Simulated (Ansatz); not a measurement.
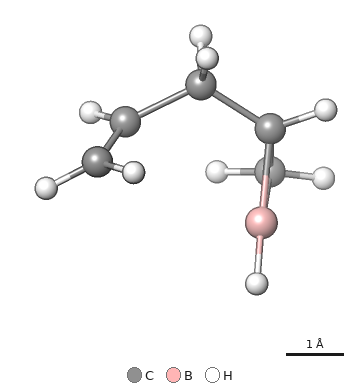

Starting structure of C5H9B (coarse preliminary run). A ball-and-stick model, seen at a tilt.

The start comes from a force field.

The calculation used RKS PBE-D4/def2-SVP (Ansatz).

The input:
```yaml
crystal:
  periodic: [false, false, false]
  atoms:
    - {symbol: C, position_ang: [-0.515800, -2.043700, -0.631500]}
    - {symbol: C, position_ang: [0.402500, -1.389700, 0.040900]}
    - {symbol: C, position_ang: [1.024500, -0.118600, -0.475600]}
    - {symbol: C, position_ang: [0.331100, 1.195000, -0.248600]}
    - {symbol: B, position_ang: [-1.317300, 1.103700, 0.102400]}
    - {symbol: C, position_ang: [-0.125100, 1.486000, 1.149300]}
    - {symbol: H, position_ang: [-0.904400, -1.585300, -1.575000]}
    - {symbol: H, position_ang: [-0.959800, -2.901800, -0.272700]}
    - {symbol: H, position_ang: [0.771500, -1.817800, 1.004700]}
    - {symbol: H, position_ang: [2.040900, -0.004400, 0.069600]}
    - {symbol: H, position_ang: [1.261700, -0.228400, -1.525600]}
    - {symbol: H, position_ang: [0.587900, 2.085600, -0.809700]}
    - {symbol: H, position_ang: [-2.502700, 0.959200, -0.169800]}
    - {symbol: H, position_ang: [0.012100, 0.684200, 1.923300]}
    - {symbol: H, position_ang: [-0.128900, 2.525300, 1.447700]}
basis:
  gaussian: {orbitals: def2-SVP}
hamiltonian: {xc: pbe, dispersion: d4}
relax: {f_tol: 0.03, max_steps: 200}
```

Run as
```bash
ansatz run in.yaml --threads 4 --pin off --events-out ev --progress --plain --max-ram 10444MiB
```

Question: Predict the outcome.

Answer: The energy falls by 16.7 kcal/mol in 18 accepted moves (19 points after the start). Largest force component: 3.2 eV/Å at the start, 0.016 eV/Å at the end. The line search rejected the trial step at point 12 of the run. The forces were under the threshold at step 7, but the run went on from there. The atom that moves furthest after the best rigid fit is H7 (0.71 Å). Largest moves by element: H 0.71 Å, C 0.25 Å, B 0.24 Å. Some distances before and after: C4–B5 1.688 → 1.543 Å, B5–C6 1.632 → 1.539 Å, C1–H8 1.031 → 1.101 Å, C4–C6 1.499 → 1.552 Å. Bond angles that change, for instance: C3–C4–H12 122.1° → 112.6°, B5–C6–H15 113.6° → 121.6°, H14–C6–H15 119.8° → 111.8°. Groups turn about C2–C3 by about 30°.

The structure at the end:

```xyz
15

C    -0.3802   -2.2447   -0.6681
C     0.3243   -1.3220    0.0106
C     0.9522   -0.0927   -0.5918
C     0.2744    1.2160   -0.1740
B    -1.2335    1.3263    0.1337
C    -0.2118    1.4932    1.2731
H    -0.5359   -2.1627   -1.7573
H    -0.8288   -3.1142   -0.1633
H     0.4474   -1.4512    1.1021
H     2.0286   -0.0589   -0.3019
H     0.9207   -0.1715   -1.6996
H     0.7356    2.1042   -0.6481
H    -2.3830    1.2509   -0.2218
H    -0.1519    0.6923    2.0337
H     0.0202    2.4842    1.7021
```

The end point in the same view:

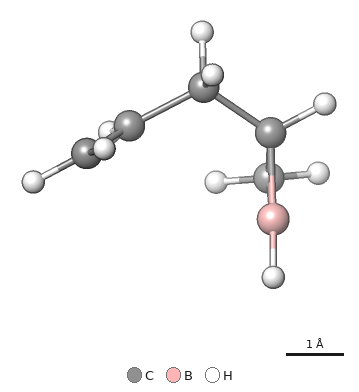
